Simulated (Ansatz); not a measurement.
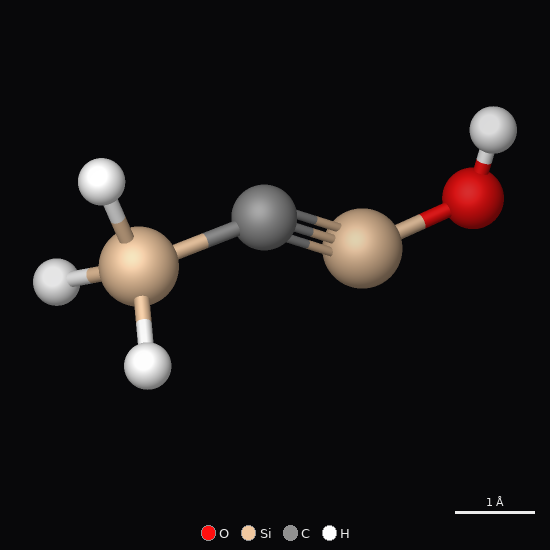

Rendered structure (ball-and-stick style). Double and triple bonds are drawn as two and three sticks.

Describe the molecule.

The molecule is CH4OSi2. As SMILES it reads `O[Si]#C[SiH3]`. It has no ring. Among its groups: Si–H bond, Si–O bond. This geometry has Cs symmetry. Coordination: 1 O bent; 1 Si bent; 1 C bent; 1 Si tetrahedral.

The parts below concern this one geometry. Atoms keep their numbers from picture to picture. Computed geometry: PBE0-D4/def2-TZVP optimisation. No frequency run is at hand to confirm it as a minimum.

**Dipole moment**

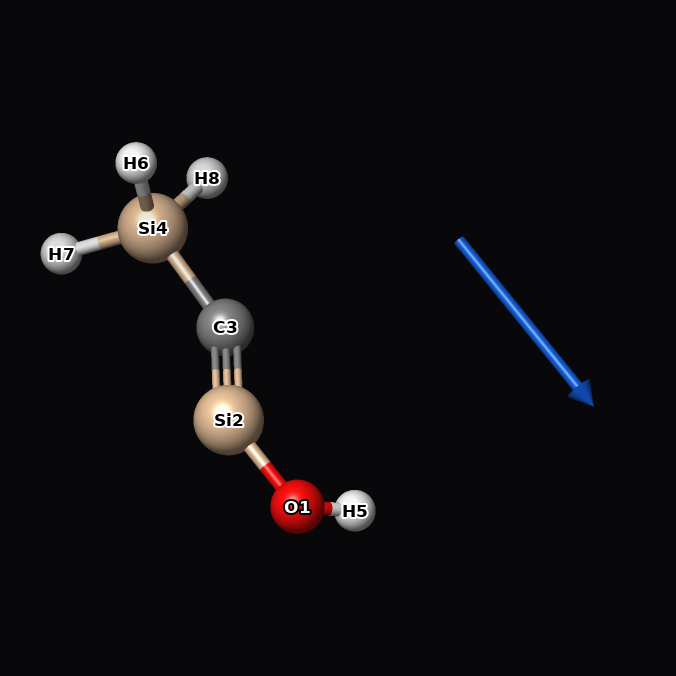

The arrow beside the molecule shows the direction of the dipole moment, from the negative to the positive end (its length means nothing). No frequency run is at hand to confirm it as a minimum. Level of theory: RKS PBE0-D4/def2-TZVP (Ansatz 0.2.0).

How large is the dipole moment?

2.58 D; it points from the side of H6, H7 to the side of H5 (the outermost atoms at the two ends).

**Electronic properties**

No frequency run is at hand to confirm it as a minimum. Level of theory: RKS PBE0-D4/def2-TZVPP (Ansatz 0.2.0).

Computed properties:

- HOMO energy (Kohn–Sham orbital): −6.62 eV
- LUMO energy (Kohn–Sham orbital): −3.42 eV
- HOMO–LUMO gap: 3.20 eV
- dispersion correction: −14.2 kJ/mol

**Charges**

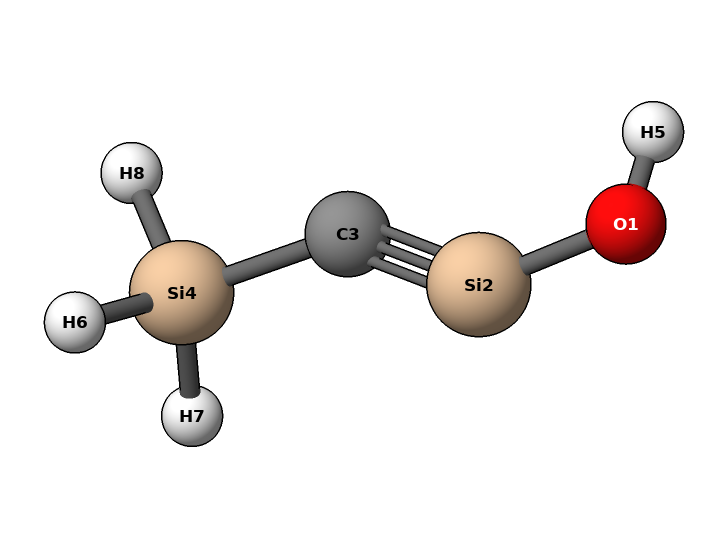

The questions are on Mulliken charges. No frequency run is at hand to confirm it as a minimum. Method: RKS PBE0-D4/def2-TZVP (Ansatz 0.2.0).

Give the Mulliken charges atom by atom.

```csv
atom,value (e)
O1,−0.48
Si2,0.32
C3,−0.28
Si4,0.17
H5,0.35
H6,−0.03
H7,−0.03
H8,−0.02
```

Mulliken values depend strongly on the basis set and can even reverse the polarity of a bond.
